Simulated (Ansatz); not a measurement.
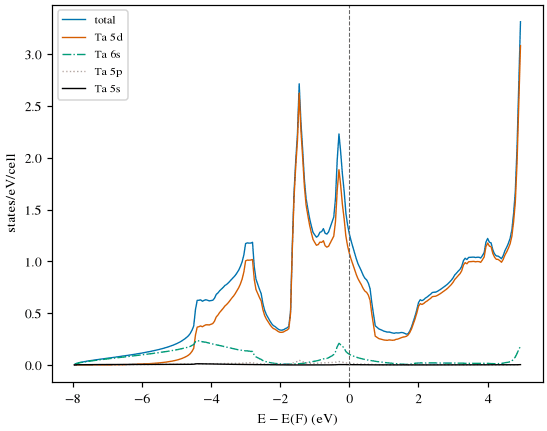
Fig. 1. Total and projected density of states of Ta (bcc (W type), Im-3m), PBEsol (plane waves, PAW; program Ansatz)

Which orbitals carry the states next to the Fermi level?

Within 0.5 eV of the Fermi level: Ta 5d 85 %, Ta 6s 8 %, outside the projected shells 5 %. Projections are on Löwdin-orthogonalised atomic valence shells; empty p or d shells of many metals are not among them.

Where is the tallest occupied peak in this window, and what makes it?

Near -1.4 eV, about 2.7 states/eV per cell; the largest projected share is Ta 5d.

The PBEsol relaxation kept the symmetry of its start. No spin polarisation was allowed. Spin–orbit coupling is left out wherever it is not named.

Potentials: the later of the program's two PAW sets.
